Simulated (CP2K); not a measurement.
Consider 2-methylthiothiophene at its PBE geometry (Å).

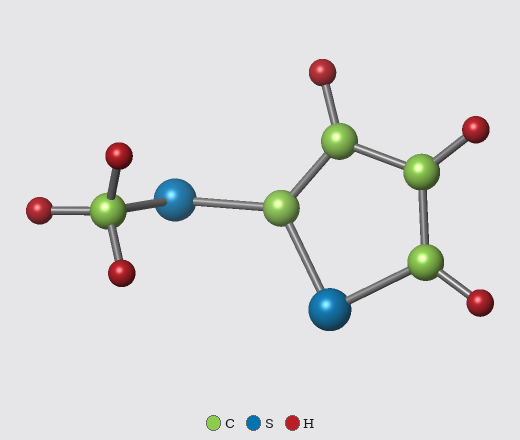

The molecule (carbon green, sulfur blue, hydrogen red).

```xyz
13

C    -2.3446   -0.5865    1.0428
S    -1.4925   -1.3560   -0.3749
C     0.0407   -0.5099   -0.3678
C     0.4348    0.5556   -1.1587
C     1.7741    0.9623   -0.9196
C     2.3940    0.2020    0.0500
S     1.3510   -1.0150    0.6582
H    -3.3016   -1.1136    1.1457
H    -2.5327    0.4773    0.8571
H    -1.7636   -0.7146    1.9631
H    -0.2315    1.0176   -1.8842
H     2.2646    1.7820   -1.4403
H     3.4074    0.2987    0.4286
```

Method: CP2K XAS_TDP, all-electron GAPW, PBEh(45%), aug-cc-pVDZ, TDA, no relativity.

Question: Predict the bright core excitations at the C K edge.

Leading lines: C1 283.27 eV, C3 282.34 eV, C4 281.53 eV, C5 281.78 eV and C6 281.74 eV. The leading line of an atom is its first one with 35 % of the strongest within 2.5 eV of its lowest line over the strength cut. 

The first six lines of each atom with a strength over 0.0015:

| atom | energy (eV) | states | strength, one atom |
| --- | --- | --- | --- |
| C1 (bonded to S and 3 H) | 283.27 | 1 | 0.0359 |
|  | 284.53 | 1 | 0.0066 |
|  | 285.02 | 1 | 0.0135 |
|  | 285.33 | 1 | 0.0219 |
|  | 285.57 | 1 | 0.0140 |
|  | 286.19 | 1 | 0.0049 |
| C3 (bonded to C and 2 S) | 282.34 | 1 | 0.0462 |
|  | 284.79 | 1 | 0.0360 |
|  | 285.26 | 1 | 0.0308 |
|  | 286.32 | 1 | 0.0031 |
|  | 286.73 | 1 | 0.0025 |
|  | 286.86 | 1 | 0.0021 |
| C4 (bonded to 2 C and H) | 281.53 | 1 | 0.0462 |
|  | 284.08 | 1 | 0.0099 |
|  | 284.52 | 1 | 0.0106 |
|  | 285.15 | 1 | 0.0034 |
|  | 285.34 | 1 | 0.0029 |
|  | 285.46 | 1 | 0.0022 |
| C5 (bonded to 2 C and H) | 281.78 | 1 | 0.0435 |
|  | 283.72 | 1 | 0.0122 |
|  | 284.37 | 1 | 0.0103 |
|  | 285.07 | 1 | 0.0049 |
|  | 285.53 | 1 | 0.0015 |
|  | 285.73 | 1 | 0.0020 |
| C6 (bonded to C, S and H) | 281.74 | 1 | 0.0502 |
|  | 284.54 | 1 | 0.0287 |
|  | 285.03 | 1 | 0.0149 |
|  | 285.57 | 1 | 0.0015 |
|  | 285.91 | 1 | 0.0019 |
|  | 286.06 | 1 | 0.0047 |

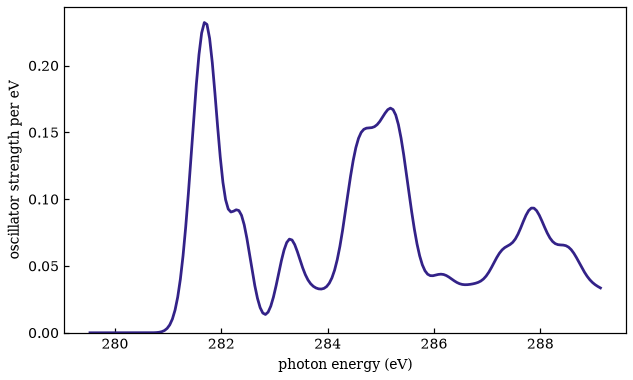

All atoms added, broadened by 0.5 eV.

Lines are vertical, at one geometry, with no vibrational structure. Without a correction of the core level, line positions, and the gaps between valence and Rydberg lines, follow the share of exact exchange. At this level such K lines come out 3 to 6 eV under measured ones. These values hold no scalar relativity, about 0.1 eV for C 1s. Rydberg lines, and the discretised continuum above threshold, depend on the basis and the box.

[Banner, clock and machine lines of the logs are left out without a mark of their own.]

[Logs are printed without paths, hosts, clocks, repeated set-up lines and the standing remarks that a program may print on its own settings, such as how far it seeks lower states.]

[Hosts, paths, dates, database ids (printed as entryN), source tags and the programs' standing remarks are cut or masked in the printed files.]
